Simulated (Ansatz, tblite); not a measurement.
# AsP3SOO nortricyclane (AsO2P3S): spin states and exact exchange

Aim: set other spin states of AsP3SOO nortricyclane (AsO2P3S) against its singlet, on many levels of theory.

Method: as each input shows; program: Ansatz 0.2.0, Gaussian basis.

The runs, in order: triplet, at the geometry of the singlet (GFN1-xTB, GFN2-xTB, PBE0-D4/def2-TZVP, PBE-D4/def2-TZVP, r2SCAN-D4/def2-TZVP); the singlet's energies come from earlier runs.

2 further runs of the same task are left out: 2 set aside as unsound or not needed.

### 1 The geometry

The singlet was relaxed beforehand with PBE0-D4/def2-SVP.

7 atoms, charge 0, spin multiplicity 1.

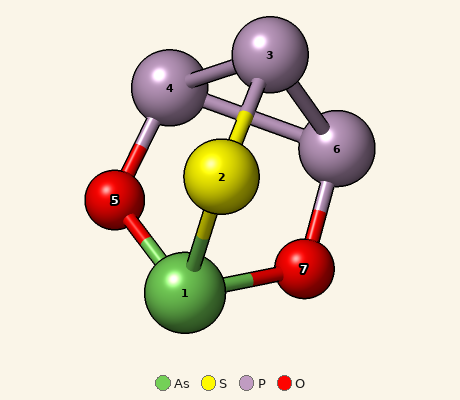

The structure; arsenic green, sulfur yellow, phosphorus pink, oxygen red; atoms are numbered from 1 in the order of the file.

### 2 Triplet at the fixed geometry, GFN1-xTB

Tight binding, by tblite at 300 K electronic temperature and without a spin-polarisation term:

```python
tblite.interface.Calculator('GFN1-xTB', numbers, positions, charge=0, uhf=2).singlepoint()
```

Energy -636.9488 eV; 0.016 s.

### 3 Triplet at the fixed geometry, GFN2-xTB

Tight binding, by tblite at 300 K electronic temperature and without a spin-polarisation term:

```python
tblite.interface.Calculator('GFN2-xTB', numbers, positions, charge=0, uhf=2).singlepoint()
```

Energy -580.8964 eV; 0.013 s.

### 4 Triplet at the fixed geometry, PBE0-D4/def2-TZVP

Contents of in.yaml:

```yaml
crystal:
  periodic: [false, false, false]
  atoms:
    - {symbol: As, position_ang: [-0.204130, -1.634442, 0.151859]}
    - {symbol: S, position_ang: [-1.991247, -0.284772, -0.136631]}
    - {symbol: P, position_ang: [-0.931405, 1.531045, -0.235875]}
    - {symbol: P, position_ang: [1.006851, 0.794409, -1.153037]}
    - {symbol: O, position_ang: [0.758520, -0.850565, -1.158491]}
    - {symbol: P, position_ang: [0.817566, 1.028943, 1.116785]}
    - {symbol: O, position_ang: [0.543845, -0.584618, 1.415391]}
basis:
  gaussian: {orbitals: def2-TZVP}
magnetization: {spin_polarized: true, initial_magnetization: 2}
hamiltonian: {xc: pbe0, dispersion: d4}
scf: {omitted_lower_state_checks: [starts]}
output: {orbitals: {seedname: orbitals}}
```

Command:

```console
$ ansatz run in.yaml --threads 2 --pin off --events-out ev --progress --plain --max-ram 32768MiB --backend cpu
```

The program printed:

```text
Functional definition: PBE0
  name "PBE0"
  cite "Adamo & Barone, J. Chem. Phys. 110, 6158 (1999) doi:10.1063/1.478522"
  cite "Perdew, Burke & Ernzerhof, Phys. Rev. Lett. 77, 3865 (1996) doi:10.1103/PhysRevLett.77.3865"
  parent pbe
  parameter a = 0.25
  parameter kappa = 0.804
  parameter beta = 0.06672455060314922
  exchange = (1 - a)*pbe_x(kappa = kappa, mu = beta*pi^2/3) + a*exact_x
  correlation = pbe_c(beta = beta)
these checks for a lower state are left out or cut short: starts
1842 factors; their error is unknown
mean field evaluation 1: about -103605.8932 eV, gradient 5.0e1 eV
mean field evaluation 2: about -103549.0938 eV, gradient 1.2e2 eV
mean field evaluation 4: about -103613.3630 eV, gradient 1.2e1 eV
mean field evaluation 8: about -103614.1377 eV, gradient 3.3e-1 eV
mean field evaluation 16: about -103614.4406 eV, gradient 7.9e-3 eV
mean field evaluation 32: about -103614.4406 eV, gradient 1.5e-5 eV
mean field -103614.44064290 eV, -3807.7604612361 hartree, gradient 8.2e-6 eV, S^2 2.010632; 0 other end points of the search recorded, 0 dependent functions left out
reference -103614.44066974 eV, -3807.7604622226 hartree; 56, 54 occupied and 202, 204 virtual orbitals, 1842 factors
Total energy: -103614.90880461 eV, -3807.7776658616 hartree
Checks for a lower state left out: starts
```

Wall time 70 s (2 threads of AMD EPYC 7R13, shared host); peak memory 2.4 GiB.

From the report: HOMO -3.82 eV, LUMO -5.32 eV (over both spins; with the spin held, an empty level of the minority spin lies below the top filled one); ⟨S²⟩ 2.011 (pure: 2.00).

### 5 Triplet at the fixed geometry, PBE-D4/def2-TZVP

start.molden holds the orbitals of an earlier run on this state, given as this run's starting guess.

Edit in.yaml of step 4 so:

```diff
@@ -11,5 +11,5 @@
 basis:
-  gaussian: {orbitals: def2-TZVP}
+  gaussian: {orbitals: def2-TZVP, initial_orbitals: start.molden}
 magnetization: {spin_polarized: true, initial_magnetization: 2}
-hamiltonian: {xc: pbe0, dispersion: d4}
+hamiltonian: {xc: pbe, dispersion: d4}
 scf: {omitted_lower_state_checks: [starts]}
```

Launched as before.

The program printed:

```text
Functional definition: PBE
  name "PBE"
  cite "Perdew, Burke & Ernzerhof, Phys. Rev. Lett. 77, 3865 (1996) doi:10.1103/PhysRevLett.77.3865"
  parent pbe
  parameter kappa = 0.804
  parameter beta = 0.06672455060314922
  exchange = pbe_x(kappa = kappa, mu = beta*pi^2/3)
  correlation = pbe_c(beta = beta)
these checks for a lower state are left out or cut short: starts
1746 factors; their error is unknown
mean field evaluation 1: about -103610.2734 eV, gradient 1.2e1 eV
mean field evaluation 2: about -103610.5093 eV, gradient 3.5e-1 eV
mean field evaluation 4: about -103610.4965 eV, gradient 1.1e-1 eV
mean field evaluation 8: about -103610.4965 eV, gradient 2.1e-5 eV
mean field -103610.49647790 eV, -3807.6155158458 hartree, gradient 6.8e-6 eV, S^2 2.004119; 0 other end points of the search recorded, 0 dependent functions left out
reference -103610.49651361 eV, -3807.6155171583 hartree; 56, 54 occupied and 202, 204 virtual orbitals, 1746 factors
Total energy: -103611.04989052 eV, -3807.6358533847 hartree
Checks for a lower state left out: starts
```

It took 18 s on 2 threads of AMD EPYC 7R13, shared host; peak memory 0.61 GiB.

Report: HOMO -3.10 eV, LUMO -5.94 eV (over both spins; with the spin held, an empty level of the minority spin lies below the top filled one); ⟨S²⟩ 2.004 (pure: 2.00).

### 6 Triplet at the fixed geometry, r2SCAN-D4/def2-TZVP

Edit in.yaml of step 5 so:

```diff
@@ -13,3 +13,3 @@
 magnetization: {spin_polarized: true, initial_magnetization: 2}
-hamiltonian: {xc: pbe, dispersion: d4}
+hamiltonian: {xc: r2scan, dispersion: d4}
 scf: {omitted_lower_state_checks: [starts]}
```

The command is unchanged.

The program printed:

```text
Functional definition: r2SCAN
  name "r2SCAN"
  cite "Furness, Kaplan, Ning, Perdew & Sun, J. Phys. Chem. Lett. 11, 8208 (2020) doi:10.1021/acs.jpclett.0c02405"
  cite "Furness, Kaplan, Ning, Perdew & Sun, J. Phys. Chem. Lett. 11, 9248 (2020) doi:10.1021/acs.jpclett.0c03077"
  parent r2scan
  parameter k0 = 0.174
  parameter k1 = 0.065
  parameter a1 = 4.9479
  exchange = r2scan_x(k0 = k0, k1 = k1, a1 = a1)
  correlation = r2scan_c
these checks for a lower state are left out or cut short: starts
1746 factors; their error is unknown
mean field evaluation 1: about -103635.6534 eV, gradient 8.4e0 eV
mean field evaluation 2: about -103635.7443 eV, gradient 1.7e-1 eV
mean field evaluation 4: about -103635.7255 eV, gradient 2.0e-3 eV
mean field evaluation 8: about -103635.7255 eV, gradient 4.8e-5 eV
mean field -103635.72547510 eV, -3808.5426643920 hartree, gradient 8.2e-6 eV, S^2 2.010746; 0 other end points of the search recorded, 0 dependent functions left out
reference -103635.72548699 eV, -3808.5426648292 hartree; 56, 54 occupied and 202, 204 virtual orbitals, 1746 factors
Total energy: -103635.83958862 eV, -3808.5468579868 hartree
Checks for a lower state left out: starts
```

Run time: 57 s. Hardware: 2 threads of AMD EPYC 7R13, shared host; peak memory 1.2 GiB.

Report: HOMO -3.29 eV, LUMO -5.95 eV (over both spins; with the spin held, an empty level of the minority spin lies below the top filled one); ⟨S²⟩ 2.011 (pure: 2.00).

### 7 Triplet less singlet, vertical

The singlet's energies are those of its earlier runs, whose logs aren't repeated here.

| level | triplet less singlet, vertical (kcal/mol) | time |
| --- | --- | --- |
| GFN1-xTB | +79.8 | 0.032 s |
| GFN2-xTB | +78.3 | 0.024 s |
| PBE-D4/def2-TZVP | +69.5 | 27 s |
| r2SCAN-D4/def2-TZVP | +71.5 | 70 s |
| PBE0-D4/def2-TZVP | +75.3 | 84 s |

Times add the two runs; a level without a time comes out of a correlated run. Tight binding without a spin term can't rank spin states.

### 8 Summary of results

| quantity | value |
| --- | --- |
| triplet less singlet, vertical, functionals in def2-TZVP | +69.5 (PBE-D4) to +75.3 kcal/mol (PBE0-D4) |

In words: All functionals put the triplet above the singlet, over a spread of 5.8 kcal/mol. The checks for a lower triplet were left out, so another state of that spin may lie lower. These are electronic energies, without zero-point motion, entropy or surroundings.
